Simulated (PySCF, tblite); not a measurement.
**C₆H₉NO₂Si: geometry, infrared bands and NMR shifts**

What infrared bands and NMR shifts should C₆H₉NO₂Si (`C=NC1=CCOC(=O)[SiH2]C1`) show?

The runs use tblite 0.8.0 and PySCF 2.14.0, with density-fitted response routines of our own; the level of theory stands in each step. All values are computed, except where a source is named. Atoms are numbered from 0 throughout.

## Step 1: The starting structure

19 atoms, charge 0, multiplicity 1; geometry from: force field or distance geometry start.

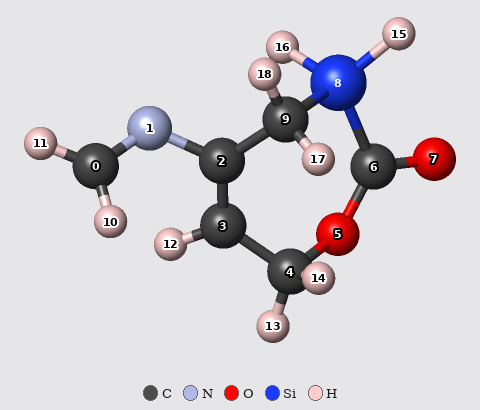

As it starts; carbon dark grey, nitrogen light blue, oxygen red, silicon blue, hydrogen pink, atoms numbered.

## Step 2: Relaxing the molecule with GFN2-xTB

Job settings and geometry (Å):

```
{"job": {"kind": "relax", "xc": "GFN2-xTB", "basis": "xTB"}, "charge": 0, "multiplicity": 1}
C      3.044000    -0.591900    -0.367800
N      1.830100    -1.024200    -0.578700
C      0.727200    -0.329200     0.019200
C      0.663700     0.971700    -0.310400
C     -0.369700     1.933000     0.158200
O     -1.630400     1.607900    -0.447100
C     -2.406800     0.465900    -0.361300
O     -3.635000     0.576400    -0.412400
Si    -1.767300    -1.276600    -0.153800
C     -0.212800    -1.115000     0.883000
H      3.114600     0.302400     0.244900
H      3.903800    -1.091800    -0.787600
H      1.454400     1.309800    -0.940600
H     -0.068000     2.969800    -0.139700
H     -0.429600     1.829700     1.260300
H     -2.759500    -2.147100     0.476500
H     -1.305300    -1.747800    -1.466600
H     -0.390000    -0.531200     1.794000
H      0.226900    -2.102400     1.122400
```

Launch:

```console
$ OMP_NUM_THREADS=1 python probes_run.py task.json out
```

One launch serves the whole session: the jobs run in the order shown.

**Question.** This job is followed by: GFN2-xTB harmonic vibrations, gas phase; GIAO PBE0/pcSseg-1 NMR shielding, non-relativistic, gas phase. Predict these results of the whole session: strongest single infrared mode (GFN2-xTB); zero-point energy (GFN2-xTB); 13C shifts against TMS (PBE0/pcSseg-1); 1H shifts against TMS (PBE0/pcSseg-1, means over atoms taken as alike); 15N shifts against NH3 (PBE0/pcSseg-1); 17O shifts against H2O (PBE0/pcSseg-1); 29Si shifts against TMS (PBE0/pcSseg-1).

As calculated:

| quantity | value |
| --- | --- |
| strongest single infrared mode (GFN2-xTB) | 1711 cm⁻¹, 388 km/mol |
| zero-point energy (GFN2-xTB) | 85.8 kcal/mol |
| 13C shifts against TMS (PBE0/pcSseg-1) | 187.4, 165.3, 149.5, 107.9, 64.1, 18.1 ppm |
| 1H shifts against TMS (PBE0/pcSseg-1, means over atoms taken as alike) | 7.58, 6.99, 5.22, 4.68, 4.59, 2.04 ppm |
| 15N shifts against NH3 (PBE0/pcSseg-1) | 411.2 ppm |
| 17O shifts against H2O (PBE0/pcSseg-1) | 572.4, 269.2 ppm |
| 29Si shifts against TMS (PBE0/pcSseg-1) | -61.0 ppm |

What this shows: Relaxing lowered the energy by 0.842 eV in 131 steps; the close pair that moved most is C6–Si8, from 1.868 to 1.931 Å. All 51 modes are real, so the xTB geometry is a minimum. The strongest single mode, at 1711 cm⁻¹, moves mainly C6 and O7. Unscaled tight-binding wavenumbers are off by several per cent, some by more. Its intensities can rank the bands wrongly. At PBE0/pcSseg-1: The widest tensor belongs to O7: span 881 ppm, with a paramagnetic part of -633 ppm.
